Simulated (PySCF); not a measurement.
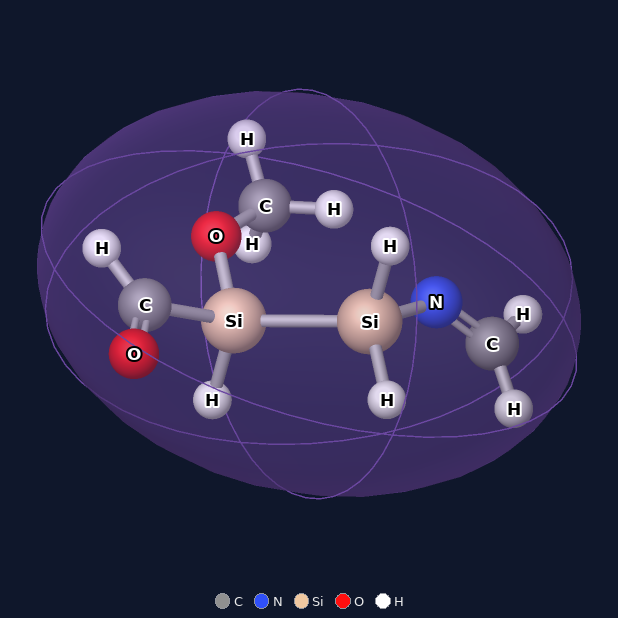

The ellipsoid shows the static dipole polarisability: its half-axes are proportional to the principal values. The computed structure is the end point of a GFN2-xTB optimisation. No frequency run is at hand to confirm it as a minimum. Method: B3LYP/def2-SVPD (PySCF 2.14.0).

**How large and how anisotropic is the polarisability?**

Principal values 85.1, 105.7, 134.3 bohr³; mean 108.4 bohr³ (16.06 Å³); anisotropy 42.9 bohr³, so the longest axis is 1.58 times the shortest.

The geometry is semi-empirical. Around Si such bond lengths and angles can be off by a tenth of an ångström or more and by several degrees, and values that hang on the shape move with them.
